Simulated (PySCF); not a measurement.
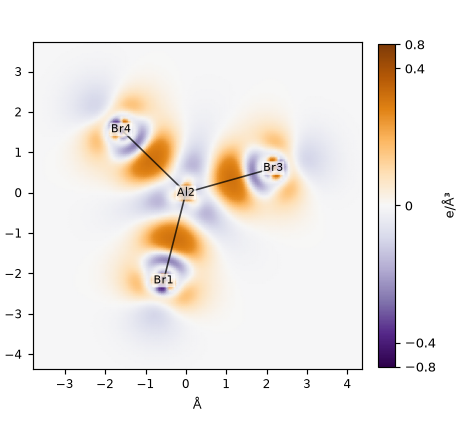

Figure. AlBr3, SMILES `Br[Al](Br)Br`. Deformation density (molecule less spherical, spin-averaged free atoms) in the molecular plane; colour scale in e/Å³, logarithmic beyond ±0.1; orange: gain, purple: loss.

Computed with PySCF, ωB97X/def2-TZVP, geometry: GFN2-xTB. No frequency check shows the geometry to be a minimum. GFN2-xTB bond lengths at metals and heavier atoms can be off by up to 0.1 Å and shapes distorted, which carries into these values.

Geometry (Å), atoms numbered from 1:

```
Br1      1.4839   -1.6848    0.0000
Al2     -0.0008    0.0000    0.0000
Br3      0.7173    2.1274    0.0000
Br4     -2.2009   -0.4426    0.0000
```

**How much density has each bond in this plane gained at its critical point, relative to the free atoms?**

Al2–Br4: +0.09 e/Å³ at the bond critical point (bond length 2.24 Å, Mayer order 1.3). Al2–Br3 and Br1–Al2: +0.09 e/Å³ at the bond critical point (bond length 2.25 Å, Mayer order 1.3). In all, 1.0 electrons gather in the regions of gain relative to the promolecule. A small or negative value marks a very polar bond, one between electron-rich atoms, whose free-atom densities already overlap strongly, a long bond to a heavier atom, or a closed-shell contact such as a hydrogen bond.

**Where do the Hirshfeld charges lie?**

The highest Hirshfeld charge is on Al2 (+0.44 e), the lowest on Br1, Br3 and Br4 (−0.15 e).

```json
{"atom": "Br1", "charge (e)": "−0.15"}
{"atom": "Al2", "charge (e)": "+0.44"}
{"atom": "Br3", "charge (e)": "−0.15"}
{"atom": "Br4", "charge (e)": "−0.15"}
```
